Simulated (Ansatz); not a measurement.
Fields on a plane of ZrO2 (baddeleyite type, space group P2_1/c)

```yaml
crystal:
  lattice:
    - [5.18987, 0.00000, 0.00000]
    - [0.00000, 5.24188, 0.00000]
    - [-0.90466, 0.00000, 5.30184]
  atoms:
    - { symbol: Zr, position: [0.27576, 0.04379, 0.21002] }
    - { symbol: Zr, position: [0.72424, 0.54379, 0.28998] }
    - { symbol: Zr, position: [0.72424, 0.95621, 0.78998] }
    - { symbol: Zr, position: [0.27576, 0.45621, 0.71002] }
    - { symbol: O, position: [0.06497, 0.32630, 0.35005] }
    - { symbol: O, position: [0.93503, 0.82630, 0.14995] }
    - { symbol: O, position: [0.93503, 0.67370, 0.64995] }
    - { symbol: O, position: [0.06497, 0.17370, 0.85005] }
    - { symbol: O, position: [0.45100, 0.75674, 0.47552] }
    - { symbol: O, position: [0.54900, 0.25674, 0.02448] }
    - { symbol: O, position: [0.54900, 0.24326, 0.52448] }
    - { symbol: O, position: [0.45100, 0.74326, 0.97552] }
```

The slice is a (001) plane (indices of the conventional cell) through the point (0.935, 0.826, 0.150) (fractional), spanned by u = [100] and v = [010] in vectors of this cell: u (5.19 Å) and v (5.24 Å, at 90° to u). It covers one period; positions are fractions (u, v).

Atoms on it: O at (0.00, 0.00). Other atoms lie within 1 Å of the plane.

These are PBE (plane waves to 420 eV, PAW, scalar-relativistic; Ansatz, an electronic-structure program) values and carry that method's errors. k mesh 5×5×5. Near the nuclei the fields are pseudised (PAW); where an atom keeps semicore shells as valence, they peak there. ZrO2 is run without spin polarisation. ZrO2 was relaxed with its symmetry unable to fall.

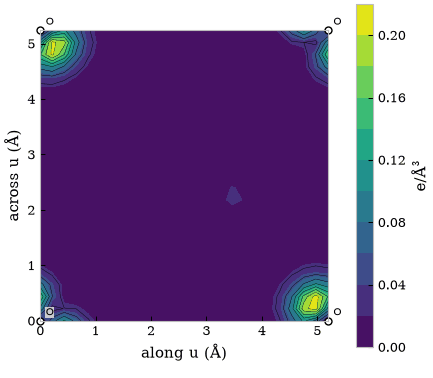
Density of the highest valence band (whole band, smooth part) in e/Å³, one period of the plane, atoms marked. 

| v \ u | 0.00 | 0.12 | 0.25 | 0.38 | 0.50 | 0.62 | 0.75 | 0.88 |
|---|---|---|---|---|---|---|---|---|
| 0.88 | x | 10.0 | 10.6 | 10.0 | 8.3 | 4.1 | <3.0 | <3.0 |
| 0.75 | 6.6 | 11.4 | 11.4 | 10.6 | 7.7 | <3.0 | x | <3.0 |
| 0.62 | 7.5 | 11.3 | 11.1 | 9.8 | 7.7 | <3.0 | x | <3.0 |
| 0.50 | 10.3 | 10.2 | 8.2 | 6.8 | 7.9 | x | 4.7 | 7.1 |
| 0.38 | 10.7 | 6.0 | <3.0 | <3.0 | <3.0 | x | 9.3 | 11.0 |
| 0.25 | 9.8 | <3.0 | x | x | <3.0 | 7.8 | 10.7 | 11.1 |
| 0.12 | x | <3.0 | x | x | <3.0 | 7.7 | 10.1 | 9.4 |
| 0.00 | x | x | <3.0 | <3.0 | 6.2 | 8.5 | 8.5 | x |

Values: electrostatic potential energy of an electron, from the cell's mean, in eV. Points within 0.9 Å of a nucleus are blanked (x), as the pseudised field means little there. Values under 3 eV are set to 3. The zero, the cell's mean, hangs on the PAW cores.
